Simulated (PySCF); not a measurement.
System: C$_{4}$H$_{6}$GeN$_{2}$O (SMILES N#C/C=C/[N]([GeH3])C=O).

```xyz
14

N     3.7569   -1.5034   -0.8347
C     2.7156   -1.1848   -0.4725
C     1.4457   -0.8154   -0.0055
C     0.6911    0.0884   -0.6424
N    -0.5617    0.4817   -0.2200
Ge   -1.3559   -0.2207    1.3184
C    -1.2140    1.4188   -0.9788
O    -0.7987    1.9319   -1.9793
H     1.1124   -1.3071    0.9041
H     1.0322    0.5740   -1.5498
H    -1.4827   -1.6964    1.1142
H    -0.4590    0.1107    2.4679
H    -2.6764    0.4629    1.4046
H    -2.2061    1.6590   -0.5484
```

Geometry: GFN2-xTB.

Method: PySCF 2.14.0, wB97X-D/def2-SVPD, SCF density, gas phase.

Predict the electron density and electron localisation function between the atoms.

C–N (1.15 Å): ρ is about 3.6 e/Å³ halfway; the ELF peaks at about 0.85 between the atoms; a multiple bond.
C–O (1.20 Å): ρ is about 3.4 e/Å³ halfway; the ELF peaks at about 0.85 between the atoms; a short, multiple covalent bond.
C–C (1.34 Å): ρ at the midpoint is about 2.3 e/Å³; the ELF peaks at about 0.95 between the atoms (a short, multiple covalent bond).
Ge–N (1.87 Å): ρ is about 0.91 e/Å³ halfway; the ELF peaks at about 0.90 in the valence shell of N, 0.7 Å from its nucleus, and is about 0.50 at the midpoint.

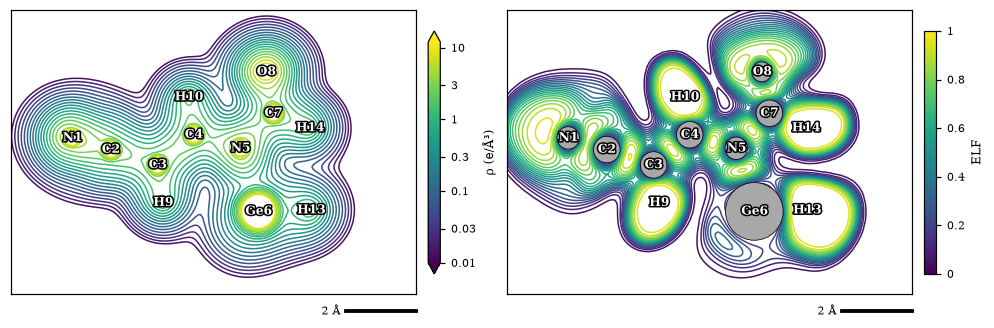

Computed electron density and electron localisation function on the plane of atoms N5, C7 and H14, in this order. Grey discs cover the atomic cores in the ELF map. 
